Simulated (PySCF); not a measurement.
## Electronic structure of C2H9NOSi2 in real space

```xyz
15

N     2.2120    0.6159    0.2026
C     1.2430   -0.3345    0.1925
O     1.4125   -1.4437    0.6658
C    -0.0799    0.0625   -0.4232
Si   -1.0500   -1.5314   -0.7878
Si   -1.0513    1.2253    0.7173
H     2.0630    1.5438   -0.1644
H     3.1043    0.3867    0.6204
H     0.0679    0.6178   -1.3673
H    -0.2183   -2.4973   -1.5590
H    -2.2289   -1.1427   -1.6272
H    -1.5679   -2.1463    0.4668
H    -2.4233    1.4389    0.1679
H    -0.3624    2.5521    0.8059
H    -1.1407    0.6350    2.0841
```

Geometry: PBE0-D3(BJ)/def2-SVP.

Method: PBE0/pcSseg-1, SCF density, gas phase, non-relativistic (PySCF 2.14.0).

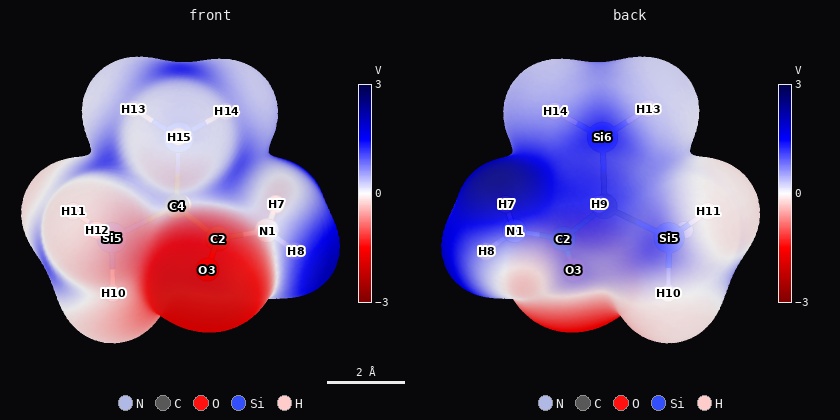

Figure 1. The electrostatic potential painted on the density surface at 0.002 e/bohr³, seen from the front and from behind; red is negative and blue positive.

> Describe the electrostatic potential map.

The most negative region (about −1.9 V) lies over O3, the most positive (about +2.4 V) over H7. O3 is the likeliest acceptor of a hydrogen bond.

> What dipole moment does the calculation give?

Its dipole moment is 3.83 D.

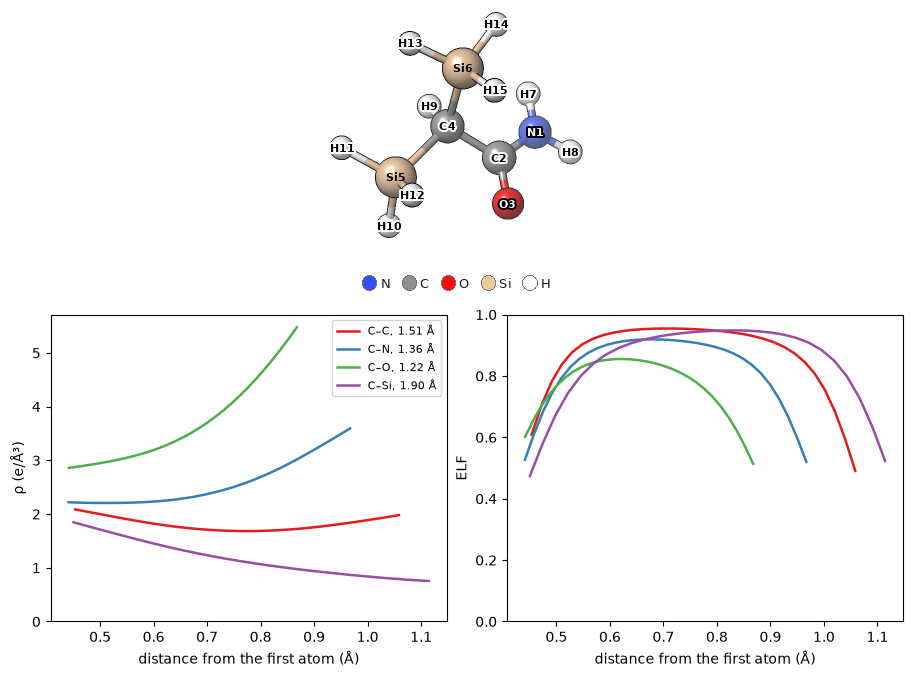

Figure 2. Total electron density and ELF along straight lines between neighbouring atoms. The curves leave out the atomic cores. The structure is drawn too.

> What can be read from the curves?

C–C (1.51 Å): ρ is about 1.7 e/Å³ halfway; the ELF peaks at about 0.95 between the atoms (localised, covalent bonding).
C–N (1.36 Å): ρ at the midpoint is about 2.3 e/Å³; the ELF peaks at about 0.90 between the atoms (localised, covalent bonding).
C–O (1.22 Å): ρ at the midpoint is about 3.2 e/Å³; the ELF peaks at about 0.85 between the atoms; a short, multiple covalent bond.
C–Si (1.90 Å): the density is about 0.89 e/Å³ at the midpoint; the ELF peaks at about 0.95 between the atoms: localised, covalent bonding.
